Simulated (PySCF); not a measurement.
# MoH₄: relaxation and vibrations of the singlet

Aim: relax MoH₄ as a singlet from a tetrahedral start, check by its vibrations whether the end is a minimum, and collect its spectrum and constants.

Program: PySCF 2.14.0. Level of theory: PBE0, basis Mo def2-TZVP with ECP28, H def2-TZVP, scalar-relativistic core potentials, no spin–orbit coupling, density fitting. These are calculated values, not measurements.

## Step 1: Where the work starts

5 atoms, charge 0, spin multiplicity 1.

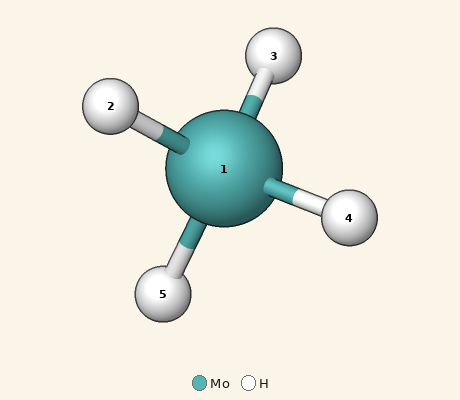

Start geometry, drawn with molybdenum teal, hydrogen white; atoms are numbered from 1 in the order of the file.

```xyz
5
charge 0 multiplicity 1
Mo    0.0000    0.0000    0.0000
H     1.3880    0.0000    0.9815
H    -1.3880    0.0000    0.9815
H     0.0000    1.3881   -0.9815
H     0.0000   -1.3880   -0.9815
```

## Step 2: Tetrahedral start, singlet: relaxation

One driver script runs all steps and calls PySCF; scf.py shows how it sets up the SCF of each step. The optimiser is the driver's own. Before each start the driver seeks the lowest SCF state from one or more starting densities and follows internal instabilities, so scf.py alone need not reach the same state.

The program finds Td symmetry in the start, which this walk keeps. Threshold on the gradient: 0.0003 Eh/bohr, with a further test on the energy change.

File scf.py:

```python
from pyscf import gto, scf, dft
mol = gto.M(atom='''
Mo     0.000000    -0.000000    -0.000000
H      1.388036    -0.000042     0.981490
H     -1.388036    -0.000000     0.981490
H      0.000021     1.388058    -0.981460
H     -0.000021    -1.388015    -0.981520''',
    basis={'Mo': 'def2-TZVP', 'H': 'def2-TZVP'},
    ecp={'Mo': 'def2-TZVP'},
    charge=0, spin=0)
mf = dft.RKS(mol, xc='PBE0')
mf.grids.atom_grid = (50, 194)
aux = {'Mo': 'def2-universal-JKFIT', 'H': 'def2-universal-JKFIT'}
mf = mf.density_fit(auxbasis=aux)
mf.kernel()
```

Energy and gradient, step by step:

| step | energy (Eh) | change (kJ/mol) | largest symmetric gradient (Eh/bohr) |
| --- | --- | --- | --- |
| 0 | -70.412058 | 0.00 | 0.00465 |
| 1 | -70.412407 | -0.92 | 0.00225 |
| 2 | -70.412510 | -1.19 | 0.00009 |
| 3 | -70.412511 | -1.19 | 0.00000 |

The walk took 2.3 s on 4 threads, shared host.

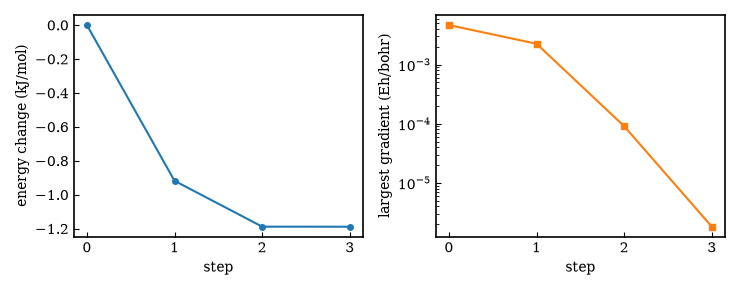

Energy and largest gradient along the walk.

After 3 steps and 1.2 kJ/mol it ends at Td: Mo–H 1.679 Å (×4); H–Mo–H 109.5° (×6). A gradient of 0.0024 Eh/bohr that breaks the symmetry is left: this electronic state wants a lower symmetry.

## Step 3: Relaxing without the symmetry constraint

The geometry is nudged along the force that breaks the symmetry.

The program finds D2d symmetry in the start, which may break. The walk stops when the largest gradient is under 0.0003 Eh/bohr and the energy has settled too.

Edit scf.py of step 2 so:

```diff
@@ -3,5 +3,5 @@
-Mo     0.000000    -0.000000    -0.000000
-H      1.388036    -0.000042     0.981490
-H     -1.388036    -0.000000     0.981490
-H      0.000021     1.388058    -0.981460
-H     -0.000021    -1.388015    -0.981520''',
+Mo    -0.000000    -0.000000     0.000000
+H      1.364340    -0.000041     0.979145
+H     -1.364340     0.000003     0.979145
+H      0.000022     1.364359    -0.979119
+H     -0.000022    -1.364321    -0.979171''',
```

Steps of the walk:

| step | energy (Eh) | change (kJ/mol) | largest gradient (Eh/bohr) |
| --- | --- | --- | --- |
| 0 | -70.412759 | 0.00 | 0.00222 |
| 1 | -70.413167 | -1.07 | 0.00185 |
| 2 | -70.413886 | -2.96 | 0.00038 |
| 3 | -70.413904 | -3.01 | 0.00021 |
| 4 | -70.413905 | -3.01 | 0.00009 |

The walk took 2.9 s.

Positions (Å) and forces (eV/Å) along the way:

```
step 0
Mo   0.000   0.000   0.000   0.000   0.000   0.000
H    1.364   0.000   0.979  -0.074   0.000   0.114
H   -1.364   0.000   0.979   0.074   0.000   0.114
H    0.000   1.364  -0.979   0.000  -0.074  -0.114
H    0.000  -1.364  -0.979   0.000   0.074  -0.114
step 1
Mo   0.000   0.000   0.000   0.000   0.000   0.000
H    1.351   0.000   0.998  -0.053   0.000   0.095
H   -1.351   0.000   0.998   0.053   0.000   0.095
H    0.000   1.351  -0.998   0.000  -0.053  -0.095
H    0.000  -1.351  -0.998   0.000   0.053  -0.095
step 2
Mo   0.000   0.000   0.000   0.000   0.000   0.000
H    1.307   0.000   1.064  -0.019   0.000   0.006
H   -1.307   0.000   1.064   0.019   0.000   0.006
H    0.000   1.307  -1.063   0.000  -0.019  -0.006
H    0.000  -1.307  -1.064   0.000   0.019  -0.006
step 3
Mo   0.000   0.000   0.000   0.000   0.000   0.000
H    1.298   0.000   1.075  -0.011   0.000  -0.007
H   -1.298   0.000   1.075   0.011   0.000  -0.007
H    0.000   1.298  -1.075   0.000  -0.011   0.007
H    0.000  -1.298  -1.075   0.000   0.011   0.007
step 4
Mo   0.000   0.000   0.000   0.000   0.000   0.000
H    1.297   0.000   1.075  -0.005   0.000  -0.004
H   -1.297   0.000   1.075   0.005   0.000  -0.004
H    0.000   1.297  -1.075   0.000  -0.005   0.004
H    0.000  -1.297  -1.075   0.000   0.005   0.004
```

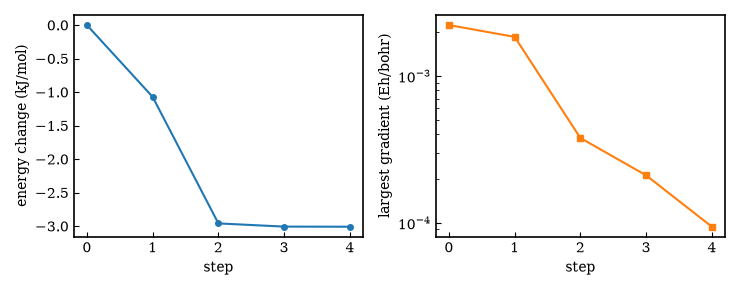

How energy and gradient fall.

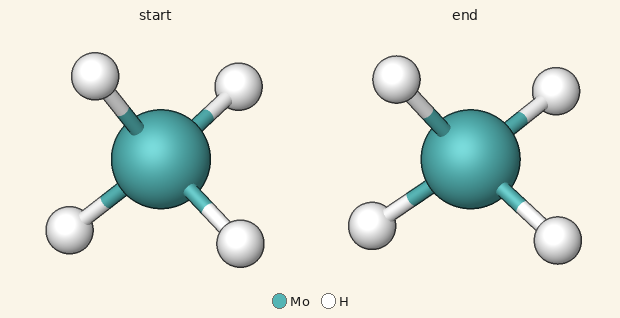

Start and end of the relaxation.

After 4 steps and 3.0 kJ/mol it ends at D2d: Mo–H 1.685 Å (×4); H–Mo–H 100.7° (×2), H–Mo–H 114.0° (×4).

## Step 4: Is it a minimum? Harmonic modes

On the finer grid the gradient is checked again; gradients at displacements of ±0.01 bohr then give force constants and infrared intensities.

Edit scf.py of step 3 so:

```diff
@@ -3,5 +3,5 @@
-Mo    -0.000000    -0.000000     0.000000
-H      1.364340    -0.000041     0.979145
-H     -1.364340     0.000003     0.979145
-H      0.000022     1.364359    -0.979119
-H     -0.000022    -1.364321    -0.979171''',
+Mo    -0.000000     0.000000     0.000000
+H      1.296770    -0.000041     1.075495
+H     -1.296770     0.000001     1.075495
+H      0.000021     1.296791    -1.075471
+H     -0.000021    -1.296750    -1.075520''',
@@ -12 +12 @@
-mf.grids.atom_grid = (50, 194)
+mf.grids.atom_grid = (75, 302)
```

The driver hands on the density of the step before, so the log starts near convergence.

SCF at the final geometry:

```text
init E= -70.4139039349634
  HOMO = -0.214397904075376  LUMO = -0.138306806697828  gap/eV = 2.07054
cycle= 1 E= -70.4139039349595  delta_E= 3.92e-12  |g|= 4.68e-06  |ddm|= 5.22e-06
  HOMO = -0.214395966824877  LUMO = -0.13830494702229  gap/eV = 2.07054
Extra cycle  E= -70.413903934941  delta_E= 1.85e-11  |g|= 9.74e-06  |ddm|= 1.08e-05
converged SCF energy = -70.413903934941
```

The whole step took 7.6 s.

Geometry: D2d; Mo–H 1.685 Å (×4); H–Mo–H 100.7° (×2), H–Mo–H 114.0° (×4).

Harmonic modes (main isotopes):

| symmetry | ω (cm⁻¹) | IR (km/mol) | type |
| --- | --- | --- | --- |
| b2 | 346i | 143 | bend |
| a1 | 540 | 0.0 | bend |
| e | 573 | 302 | bend |
| b1 | 759 | 0.0 | bend |
| e | 1926 | 446 | stretch |
| b2 | 1967 | 305 | stretch |
| a1 | 1987 | 0.0 | stretch |

1 mode is imaginary, the largest at 346i cm⁻¹: a saddle point, not a minimum.

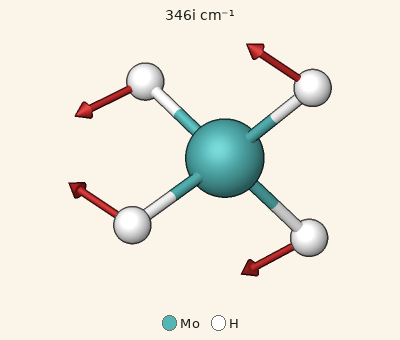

The imaginary mode, as arrows.

Properties at this point:

```yaml
Dipole_moment: 0.00 D
Highest_occupied_level: -5.83 eV
Lowest_empty_level: -3.76 eV
Rotational_constants: 2.487, 2.093, 2.093 cm⁻¹
Zero-point_energy_real_modes: 61.3 kJ/mol
Principal_polarisabilities: 46.7, 48.2, 48.2 bohr³
Atomisation_energy_without_zero-point_energy: 802 kJ/mol
Principal_traceless_quadrupole_moments_about_the_centre_of_mass: -0.11, 0.06, 0.06 D Å
```

Charges (e) and bond orders:

```
    atom  Mulliken  Löwdin  polar tensor  Mayer order to Mo1
     Mo1      0.38    0.18          1.22                   –
H2,3,4,5     -0.09   -0.05         -0.30                0.99
```

Mulliken populations on Mo1 (outside its core potential): s 2.73, p 6.33, d 4.56, f 0.01.

## Step 5: Following the imaginary mode

The atoms are moved a little along the softest imaginary mode and relaxed again.

The program finds C2v symmetry in the start, which this walk keeps. The walk stops when the largest gradient is under 0.0003 Eh/bohr and the energy has settled too.

Edit scf.py of step 4 so:

```diff
@@ -3,5 +3,5 @@
-Mo    -0.000000     0.000000     0.000000
-H      1.296770    -0.000041     1.075495
-H     -1.296770     0.000001     1.075495
-H      0.000021     1.296791    -1.075471
-H     -0.000021    -1.296750    -1.075520''',
+Mo     0.000000     0.000000    -0.003805
+H      1.220203    -0.000042     1.167894
+H     -1.220203    -0.000002     1.167894
+H      0.000022     1.373356    -0.983071
+H     -0.000022    -1.373319    -0.983123''',
@@ -12 +12 @@
-mf.grids.atom_grid = (75, 302)
+mf.grids.atom_grid = (50, 194)
```

The optimiser's trace:

| step | energy (Eh) | change (kJ/mol) | largest symmetric gradient (Eh/bohr) |
| --- | --- | --- | --- |
| 0 | -70.414287 | 0.00 | 0.00226 |
| 1 | -70.414417 | -0.34 | 0.00212 |
| 2 | -70.415852 | -4.11 | 0.00629 |
| 3 | -70.416054 | -4.64 | 0.01093 |
| 4 | -70.416359 | -5.44 | 0.00481 |
| 5 | -70.416504 | -5.82 | 0.00049 |
| 6 | -70.416510 | -5.84 | 0.00047 |
| 7 | -70.416512 | -5.84 | 0.00028 |

The walk took 5.3 s.

Geometry (Å) and forces (eV/Å) at some steps:

```
step 0
Mo   0.000   0.000  -0.004   0.000   0.000  -0.080
H    1.220   0.000   1.168  -0.116   0.000  -0.004
H   -1.220   0.000   1.168   0.116   0.000  -0.004
H    0.000   1.373  -0.983   0.000  -0.062   0.044
H    0.000  -1.373  -0.983   0.000   0.062   0.044
step 1
Mo   0.000   0.000  -0.010   0.000   0.000  -0.109
H    1.206   0.000   1.172  -0.086   0.000   0.027
H   -1.206   0.000   1.172   0.086   0.000   0.027
H    0.000   1.373  -0.985   0.000  -0.022   0.028
H    0.000  -1.373  -0.985   0.000   0.022   0.028
step 4
Mo   0.000   0.000  -0.123   0.000   0.000   0.247
H    0.960   0.000   1.253  -0.016   0.000  -0.010
H   -0.960   0.000   1.253   0.016   0.000  -0.010
H    0.000   1.414  -1.009   0.000   0.209  -0.114
H    0.000  -1.414  -1.009   0.000  -0.209  -0.114
step 7
Mo   0.000   0.000  -0.123   0.000   0.000  -0.015
H    0.948   0.000   1.258   0.004   0.000   0.008
H   -0.948   0.000   1.258  -0.004   0.000   0.008
H    0.000   1.431  -1.014   0.000   0.000  -0.001
H    0.000  -1.431  -1.014   0.000   0.000  -0.001
```

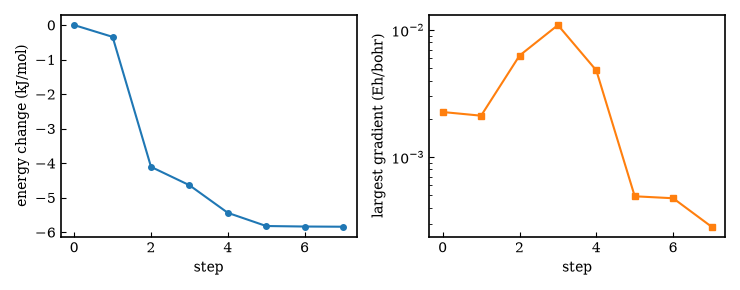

How energy and gradient fall.

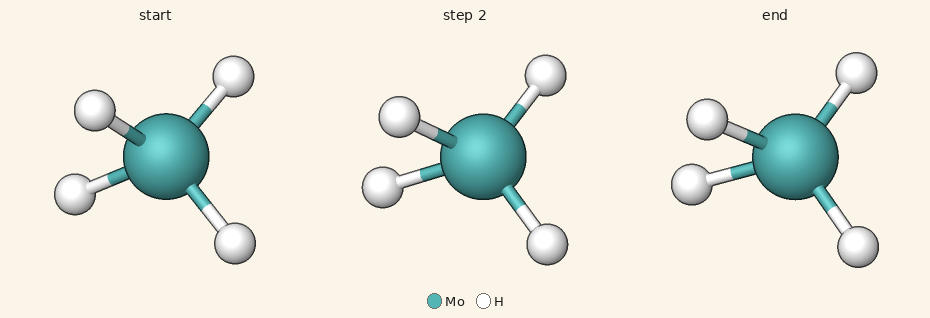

The geometry along the walk, at one scale.

It settles in C2v symmetry, 5.8 kJ/mol below the start, after 7 steps: Mo–H 1.675 Å (×2), Mo–H 1.686 Å (×2); H–Mo–H 68.9°, H–Mo–H 115.8° (×4), H–Mo–H 116.2°.

## Step 6: Frequencies

The same treatment as at the point before.

Edit scf.py of step 5 so:

```diff
@@ -3,5 +3,5 @@
-Mo     0.000000     0.000000    -0.003805
-H      1.220203    -0.000042     1.167894
-H     -1.220203    -0.000002     1.167894
-H      0.000022     1.373356    -0.983071
-H     -0.000022    -1.373319    -0.983123''',
+Mo     0.000000     0.000000    -0.009948
+H      0.948084    -0.000041     1.371974
+H     -0.948084    -0.000011     1.371974
+H      0.000023     1.430894    -0.901056
+H     -0.000023    -1.430860    -0.901110''',
@@ -12 +12 @@
-mf.grids.atom_grid = (50, 194)
+mf.grids.atom_grid = (75, 302)
```

Log of the central SCF (cycles and frontier levels):

```text
init E= -70.4164962103613
  HOMO = -0.209194319027282  LUMO = -0.122693106762194  gap/eV = 2.35382
cycle= 1 E= -70.4164962102777  delta_E= 8.36e-11  |g|= 2.09e-05  |ddm|= 2.18e-05
  HOMO = -0.209186218568008  LUMO = -0.122685839293719  gap/eV = 2.35380
cycle= 2 E= -70.4164962098861  delta_E= 3.92e-10  |g|= 4.46e-05  |ddm|= 4.64e-05
  HOMO = -0.209191877234567  LUMO = -0.12269092037224  gap/eV = 2.35381
cycle= 3 E= -70.4164962103864  delta_E= -5e-10  |g|= 1.45e-06  |ddm|= 3.2e-05
  HOMO = -0.209191800648331  LUMO = -0.122690842992295  gap/eV = 2.35381
cycle= 4 E= -70.4164962103871  delta_E= -6.82e-13  |g|= 2.01e-08  |ddm|= 9.64e-07
  HOMO = -0.209191804116117  LUMO = -0.122690844898192  gap/eV = 2.35381
Extra cycle  E= -70.416496210387  delta_E= 7.11e-14  |g|= 1.42e-08  |ddm|= 3.91e-08
converged SCF energy = -70.416496210387
```

The whole step took 13 s on 4 threads, shared host.

Geometry: C2v; Mo–H 1.676 Å (×2), Mo–H 1.686 Å (×2); H–Mo–H 68.9°, H–Mo–H 115.8° (×4), H–Mo–H 116.2°.

Harmonic modes (main isotopes):

```json
{"symmetry": "b2", "ω (cm⁻¹)": "435", "IR (km/mol)": "198"}
{"symmetry": "a1", "ω (cm⁻¹)": "554", "IR (km/mol)": "13.3"}
{"symmetry": "b1", "ω (cm⁻¹)": "744", "IR (km/mol)": "72.0"}
{"symmetry": "a1", "ω (cm⁻¹)": "794", "IR (km/mol)": "101"}
{"symmetry": "a2", "ω (cm⁻¹)": "816", "IR (km/mol)": "0.0"}
{"symmetry": "b1", "ω (cm⁻¹)": "1908", "IR (km/mol)": "325"}
{"symmetry": "a1", "ω (cm⁻¹)": "1935", "IR (km/mol)": "225"}
{"symmetry": "b2", "ω (cm⁻¹)": "1955", "IR (km/mol)": "111"}
{"symmetry": "a1", "ω (cm⁻¹)": "2000", "IR (km/mol)": "98.6"}
```

Every mode is real; the point is a minimum.

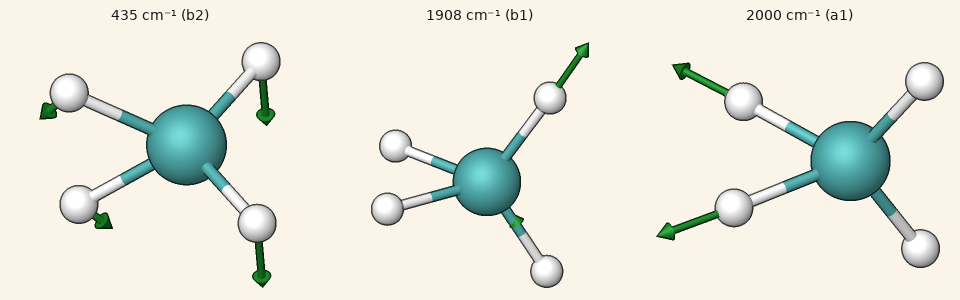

How the atoms move in 3 of the modes.

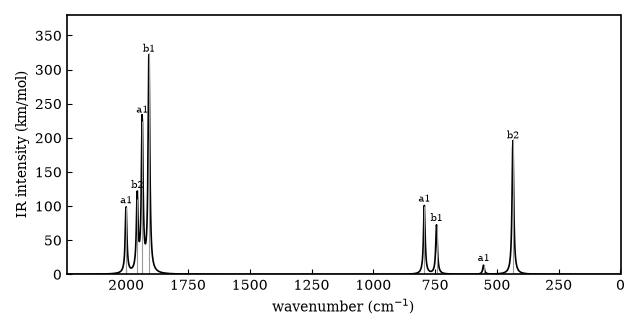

The harmonic infrared spectrum (widths in cm⁻¹). Lines are broadened to a width of 8 cm⁻¹ (Lorentzian).

Constants and moments:

- Dipole moment: 0.62 D
- Highest occupied level: -5.69 eV
- Lowest empty level: -3.34 eV
- Rotational constants: 2.839, 2.324, 1.762 cm⁻¹
- Zero-point energy: 66.6 kJ/mol
- Principal polarisabilities: 40.1, 47.9, 50.8 bohr³
- Atomisation energy without zero-point energy: 808 kJ/mol
- Principal traceless quadrupole moments about the centre of mass: -2.95, -0.78, 3.73 D Å
- Entropy at 298.15 K and 1 bar: 242.9 J/(mol K)
- Heat capacity Cp at 298.15 K: 52.6 J/(mol K)
- Enthalpy at 298.15 K above 0 K: 11.80 kJ/mol
- Rotational symmetry number: 2

Charges (e) and bond orders:

```
atom  Mulliken  Löwdin  polar tensor  Mayer order to Mo1
 Mo1      0.28    0.12          1.07                   –
H2,3     -0.04   -0.01         -0.20                0.98
H4,5     -0.11   -0.05         -0.33                0.99
```

Mulliken populations on Mo1 (outside its core potential): s 2.64, p 6.36, d 4.71, f 0.01.

## Step 7: Would spin polarisation lower it?

At the lowest minimum the closed shell is tested against spin polarisation, on the (50, 194) grid. It is unstable: an open-shell solution lies lower. That solution was not followed to a minimum here.

## Step 8: The points found, side by side

| spin | group | bonds | imaginary modes (cm⁻¹) | ΔE (kJ/mol) | with zero-point energy |
| --- | --- | --- | --- | --- | --- |
| singlet | C2v | Mo–H 1.676 Å (×2), Mo–H 1.686 Å (×2) | none | 0.0 | 0.0 |
| singlet | D2d | Mo–H 1.685 Å (×4) | 346i | 6.8 | – |

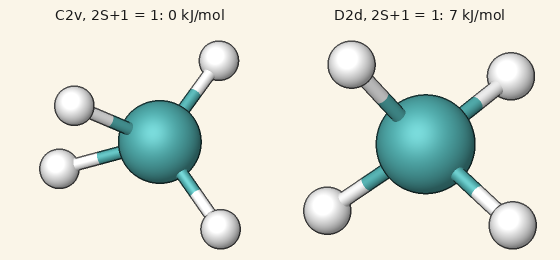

The points, lowest first (molybdenum teal, hydrogen white).

## Step 9: Results

```
                            quantity                                                                                         value
                             minimum                               singlet, C2v (closed shell, unstable towards spin polarisation)
                            geometry         Mo–H 1.676 Å (×2), Mo–H 1.686 Å (×2); H–Mo–H 68.9°, H–Mo–H 115.8° (×4), H–Mo–H 116.2°
                  wavenumbers (cm⁻¹)  435 (b2), 554 (a1), 744 (b1), 794 (a1), 816 (a2), 1908 (b1), 1935 (a1), 1955 (b2), 2000 (a1)
                       dipole moment                                                                                        0.62 D
highest occupied, lowest empty level                                                                               -5.69, -3.34 eV
          polar-tensor charge of Mo1                                                                                       +1.07 e
                   zero-point energy                                                                                   66.6 kJ/mol
```

The tetrahedral start (Td) ends in a minimum of C2v symmetry, after a stop at a saddle point 6.8 kJ/mol higher, from which it was pushed off along an imaginary mode. The strongest infrared band lies at 1908 cm⁻¹ (b1, stretch). Only this shape and spin were tried, so other structures or states may lie lower. The closed shell proved unstable towards spin polarisation, so a lower open-shell solution exists.

The search up to here took 34 s.
